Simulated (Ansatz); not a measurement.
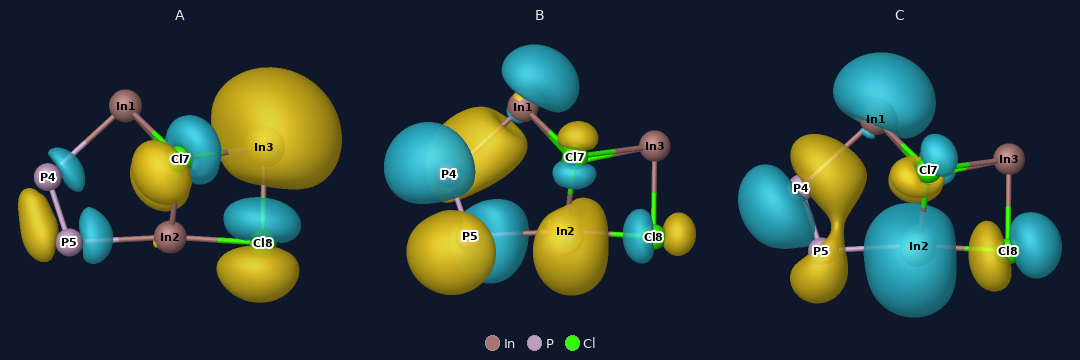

Cl3In3P2. Three frontier orbitals at ±0.06 Å⁻³ᐟ² (yellow and cyan are the two phases), in no order.

Geometry: PBE-D4/def2-SVP; core potentials replace the inner electrons of In.

The calculation used RKS PBE0-D4/def2-TZVP (Ansatz).

```xyz
8

In    1.2266   -0.2594    2.1373
In   -0.9011   -0.2394   -1.1951
In    1.0595    2.8426   -0.5715
P    -0.2984   -2.8136    1.6524
P    -1.3926   -2.8040    0.0273
Cl   -0.8589    1.2987    1.1003
Cl    1.7914   -0.0384   -0.5962
Cl   -0.6265    2.0134   -2.5546
```

Order the three orbitals by energy and name them.

Answer. A is the HOMO−1 (−7.22 eV). By Hirshfeld shares it lies mainly on In3 (about 55 %), Cl8 (about 15 %), Cl7 (about 10 %) and Cl6 (about 10 %). C is the HOMO (−6.21 eV). It lies mainly on In2 (about 30 %), P4 (about 20 %), In1 (about 15 %), Cl8 (about 10 %) and P5 (about 10 %). B is the LUMO (−3.09 eV). By Hirshfeld shares it lies mainly on P5 (about 35 %), P4 (about 30 %), In2 (about 15 %) and In1 (about 10 %); π-antibonding (π*) across P5–P4.

What is the HOMO–LUMO gap?

Answer. 3.12 eV between the orbital energies.
